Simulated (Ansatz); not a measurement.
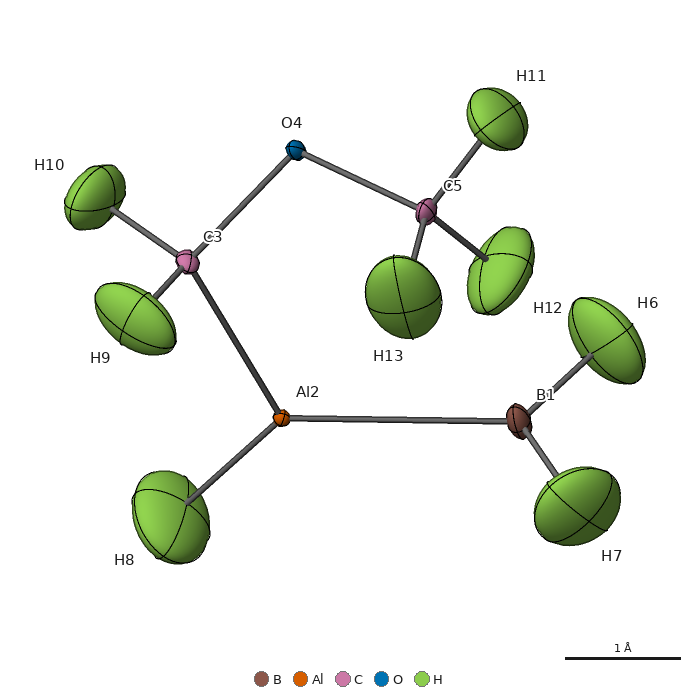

Displacement ellipsoids at the 50 % level, enlarged 1.5 times, from the internal vibrations of the free molecule (harmonic, no overall translation or rotation; no half-axis is drawn under 0.075 Å). Vibrations computed with RKS PBE0-D4/def2-TZVP (Ansatz 0.2.0). Temperature: 0 K (zero-point motion alone).

Give the displacement parameters, one line for each set of equivalent atoms.

```csv
atom,U_eq (Å²),rms amplitudes (Å)
B1,0.0037,"0.043, 0.056, 0.079"
Al2,0.00092,"0.023, 0.032, 0.035"
C3,0.0023,"0.036, 0.045, 0.059"
O4,0.0018,"0.029, 0.036, 0.058"
C5,0.0026,"0.035, 0.049, 0.065"
H6,0.0243,"0.092, 0.168, 0.190"
H7,0.0254,"0.092, 0.173, 0.194"
H8,0.0293,"0.098, 0.170, 0.222"
H9,0.0193,"0.087, 0.132, 0.181"
H10,0.0183,"0.084, 0.125, 0.179"
H11,0.0179,"0.084, 0.131, 0.172"
H12,0.0229,"0.094, 0.142, 0.200"
H13,0.0237,"0.083, 0.140, 0.211"
```
